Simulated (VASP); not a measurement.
Band structure of Co (hcp). Computed with PBE GGA with D3 dispersion (Becke-Johnson damping), VASP's PBE PAW potentials (set 64) (plane waves; VASP 6.6.1).

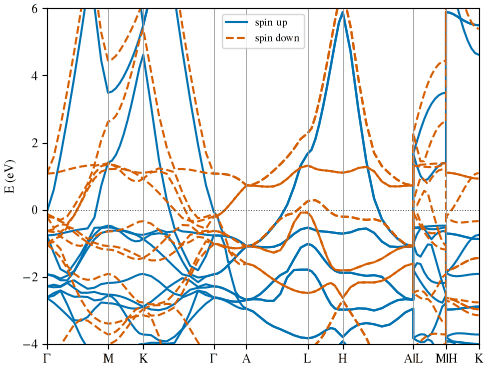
Fig. 1. Bands along high-symmetry lines, zero at the valence-band maximum or, without a gap, the Fermi level

Task: Read the plot: is there a gap, and where are the band edges?

Result: It has no gap at this level: it comes out as a metal or semimetal. (Edges off the drawn lines would not show.)

The compound is Co in the hcp structure. It was relaxed first, which changed the volume by -5 %.
